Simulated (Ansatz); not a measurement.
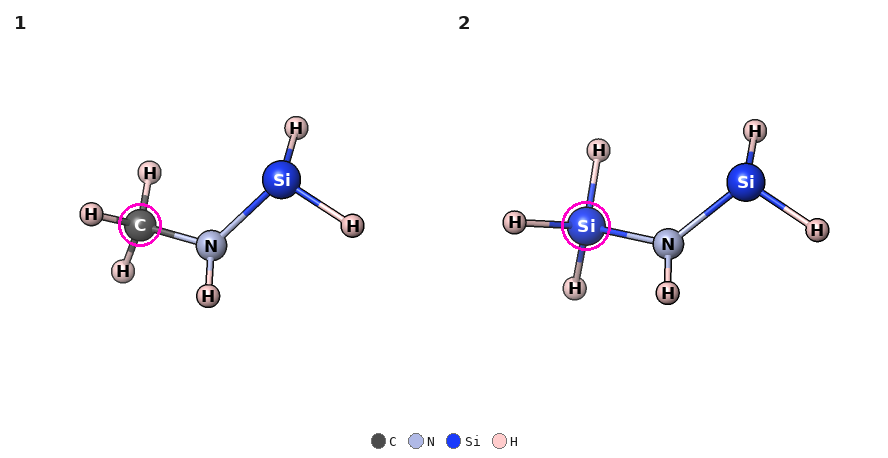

2 molecules with one skeleton, seen from the same side and at one scale; the atom that differs is circled. Charge 0, doublet. Computed geometries: PBE0-D4/def2-TZVP optimisations, one conformation each. Properties computed with Ansatz 0.2.0.

One atom differs, called X below: C in panel 1, Si in panel 2. Their formulas are CH6NSi (`CN[SiH2]`), H6NSi2 (`[SiH2]N[SiH3]`).

Question: In which is the mean length of X–H larger (PBE0-D4/def2-TZVP)?

Answer: In panel 2 (X = Si).

Question: In which is the length of X–N larger (PBE0-D4/def2-TZVP)?

Answer: In panel 2 (X = Si).

Give the values. With PBE0-D4/def2-TZVP: mean length of X–H (Å), length of X–N (Å), smallest angle N–X–H (°), largest angle N–X–H (°), dipole moment (D), harmonic zero-point energy (kJ/mol).

```json
{"quantity": "mean length of X–H (Å)", "1 (C)": "1.094", "2 (Si)": "1.486", "2 − 1": "+0.392"}
{"quantity": "length of X–N (Å)", "1 (C)": "1.445", "2 (Si)": "1.731", "2 − 1": "+0.286"}
{"quantity": "smallest angle N–X–H (°)", "1 (C)": "109.4", "2 (Si)": "106.9", "2 − 1": "−2.5"}
{"quantity": "largest angle N–X–H (°)", "1 (C)": "113.3", "2 (Si)": "112.0", "2 − 1": "−1.3"}
{"quantity": "dipole moment (D)", "1 (C)": "1.69", "2 (Si)": "1.09", "2 − 1": "−0.60"}
{"quantity": "harmonic zero-point energy (kJ/mol)", "1 (C)": "182.6", "2 (Si)": "148.5", "2 − 1": "−34.1"}
```
